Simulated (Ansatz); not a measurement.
**U-wB97M-V/cc-pVDZ run of GaSiH4O (SMILES [SiH3][O][GaH])**

What is the electronic atomisation energy of GaSiH4O at U-wB97M-V/cc-pVDZ? 

Program for the calculation: Ansatz 0.2.0.

72 further runs of the same task are left out: 72 set aside as unsound or not needed.

### 1 Starting point

GaSiH4O: 7 atoms, total charge 0, spin state doublet. As SMILES, `[SiH3][O][GaH]`. Geometry: relaxed at PBE0-D4/def2-TZVP. This is one conformer, not always the lowest.

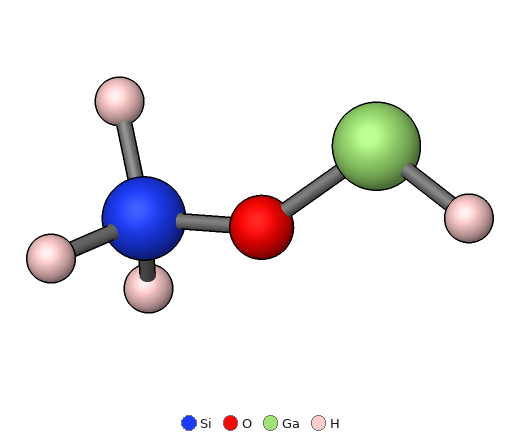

The structure, seen from a chosen angle (silicon blue, oxygen red, gallium green, hydrogen pink).

### 2 A single-point energy at U-wB97M-V/cc-pVDZ

File input.yaml:

```yaml
crystal:
  periodic: [false, false, false]
  atoms:
    - symbol: Si
      position_ang: [-0.907100, 0.576700, -0.244500]
    - symbol: O
      position_ang: [0.281700, -0.375400, 0.340400]
    - symbol: Ga
      position_ang: [1.972300, -0.895800, 0.047800]
    - symbol: H
      position_ang: [-2.099000, -0.248300, -0.578700]
    - symbol: H
      position_ang: [-0.473700, 1.297400, -1.475800]
    - symbol: H
      position_ang: [-1.295700, 1.586500, 0.776300]
    - symbol: H
      position_ang: [2.521500, -1.941000, 1.134400]
basis:
  gaussian:
    orbitals: cc-pVDZ
magnetization:
  spin_polarized: true
  initial_magnetization: 1
hamiltonian:
  xc: {name: wB97M-V}
accuracy: high
output:
  orbitals: {seedname: orbitals}
```

On the command line:

```sh
ansatz run input.yaml --threads 1 --pin off --max-ram 3480MiB --events-out events.jsonl --progress --plain --runs-dir runs
```

Standard output:

```text
Warning: RAYON_NUM_THREADS=1 ignored (pool sized by the plan → 1); use --threads N
Functional definition: wB97M-V
  name "wB97M-V"
  parameter omega = 0.3/bohr
  parameter cx = 0.15
  parameter cx01 = 1.007
  parameter cx10 = 0.259
  parameter css00 = 0.443
  parameter css04 = -1.437
  parameter css10 = -4.535
  parameter css20 = -3.390
  parameter css43 = 4.278
  parameter cos00 = 1.000
  parameter cos10 = 1.358
  parameter cos20 = 2.924
  parameter cos21 = -8.812
  parameter cos60 = -1.390
  parameter cos61 = 9.142
  parameter b = 6.0
  parameter c = 0.01
  gx(w, u) = 1 - cx + cx01*u + cx10*w
  gss(w, u) = css00 + css04*u^4 + css10*w + css20*w^2 + css43*w^4*u^3
  gos(w, u) = cos00 + cos10*w + (cos20 + cos21*u)*w^2 + (cos60 + cos61*u)*w^6
  exchange = spin_sum(e_x_unif_sr(omega)*gx(b97_w, b97_u_x)) + cx*exact_x_sr(omega) + exact_x_lr(omega)
  correlation = spin_sum(e_c_pw_mod_same_spin*gss(b97_w, b97_u_same))
      + integral(e_c_pw_mod_opposite_spin*gos(b97_w_opposite, b97_u_opposite)) + vv10(b, c)
1787 factors; integrals over basis functions are off by at most 4.7e-9 eV
364 factors; integrals over basis functions are off by at most 1.5e-9 eV
mean field evaluation 1: about -62357.9961 eV, gradient 3.5e1 eV
mean field evaluation 2: about -62351.8202 eV, gradient 5.4e1 eV
mean field evaluation 4: about -62362.7399 eV, gradient 5.9e-1 eV
mean field evaluation 8: about -62362.8098 eV, gradient 1.0e-1 eV
mean field evaluation 16: about -62362.8102 eV, gradient 3.2e-4 eV
mean field -62362.81015090 eV, -2291.7910020146 hartree, gradient 9.3e-8 eV, S^2 0.754322; 0 other end points of the search recorded, 0 dependent functions left out
reference -62362.81015541 eV, -2291.7910021805 hartree; 29, 28 occupied and 50, 51 virtual orbitals, 1787 factors
Total energy: -62362.81015541 eV, -2291.7910021805 hartree
```

It took 1.9 min on 1 thread of Arm Neoverse V1, shared host; peak memory 1 GiB.

### 3 The Ga atom, same level

File job.yaml:

```yaml
basis:
  gaussian:
    orbitals: cc-pVDZ
crystal:
  periodic: [false, false, false]
  atoms:
    - {symbol: Ga, position_ang: [0.000000, 0.000000, 0.000000]}
magnetization:
  spin_polarized: true
  initial_magnetization: 1
hamiltonian:
  xc: {name: wB97M-V}
accuracy: high
```

On the command line:

```sh
ansatz run job.yaml --threads 1 --pin off --max-ram 3480MiB --events-out events.jsonl --progress --plain --runs-dir runs
```

Standard output (excerpt; [...] marks lines left out):

```text
Warning: RAYON_NUM_THREADS=1 ignored (pool sized by the plan → 1); use --threads N
[... 2 set-up lines as earlier in the session ...]
[...]
  gx(w, u) = 1 - cx + cx01*u + cx10*w
  gss(w, u) = css00 + css04*u^4 + css10*w + css20*w^2 + css43*w^4*u^3
  gos(w, u) = cos00 + cos10*w + (cos20 + cos21*u)*w^2 + (cos60 + cos61*u)*w^6
[...]
      + integral(e_c_pw_mod_opposite_spin*gos(b97_w_opposite, b97_u_opposite)) + vv10(b, c)
255 factors; integrals over basis functions are off by at most 4.4e-9 eV
85 factors; integrals over basis functions are off by at most 9.3e-10 eV
[...]
mean field -52373.09400858 eV, -1924.6757050570 hartree, gradient 3.9e-9 eV, S^2 0.752231; 0 other end points of the search recorded, 0 dependent functions left out
reference -52373.09401066 eV, -1924.6757051335 hartree; 16, 15 occupied and 11, 12 virtual orbitals, 255 factors
Total energy: -52373.09401066 eV, -1924.6757051335 hartree
```

Wall time 11 s (1 thread of Arm Neoverse V1, shared host); peak memory 0.28 GiB.

### 4 The H atom, same level

File run.yaml:

```yaml
basis:
  gaussian:
    orbitals: cc-pVDZ
crystal:
  periodic: [false, false, false]
  atoms:
    - {symbol: H, position_ang: [0.000000, 0.000000, 0.000000]}
magnetization:
  spin_polarized: true
  initial_magnetization: 1
hamiltonian:
  xc: {name: wB97M-V}
accuracy: high
```

Run the same way, it converges to -0.49171 Eh (log not shown).

### 5 The O atom, same level

File in.yaml:

```yaml
crystal:
  periodic: [false, false, false]
  atoms:
    - {symbol: O, position_ang: [0.000000, 0.000000, 0.000000]}
basis:
  gaussian:
    orbitals: cc-pVDZ
accuracy: high
magnetization:
  spin_polarized: true
  initial_magnetization: 2
hamiltonian:
  xc: {name: wB97M-V}
```

Run the same way, it converges to -75.04943 Eh (log not shown).

### 6 The Si atom, same level

File job.yaml:

```yaml
crystal:
  periodic: [false, false, false]
  atoms:
    - {symbol: Si, position_ang: [0.000000, 0.000000, 0.000000]}
basis:
  gaussian:
    orbitals: cc-pVDZ
magnetization:
  spin_polarized: true
  initial_magnetization: 2
hamiltonian:
  xc: {name: wB97M-V}
accuracy: high
```

Run the same way, it converges to -289.35038 Eh (log not shown).

### 7 Results

At U-wB97M-V/cc-pVDZ:

| quantity | value |
| --- | --- |
| molecule: total energy | -2291.79100 Eh |
| molecule: HOMO energy (highest over α and β) | -8.07 eV |
| molecule: LUMO energy (lowest over α and β) | -1.16 eV |
| molecule: ⟨S²⟩ | 0.754 |
| Ga atom: total energy | -1924.67571 Eh |
| Ga atom: ⟨S²⟩ | 0.752 |
| H atom: total energy | -0.49171 Eh |
| H atom: ⟨S²⟩ | 0.750 |
| O atom: total energy | -75.04943 Eh |
| O atom: ⟨S²⟩ | 2.002 |
| Si atom: total energy | -289.35038 Eh |
| Si atom: ⟨S²⟩ | 2.001 |
| electronic atomisation energy | 20.372 eV |

**Reading.** Taking the molecule apart into free atoms costs 20.37 eV (470 kcal/mol), before zero-point energy and without spin-orbit coupling.
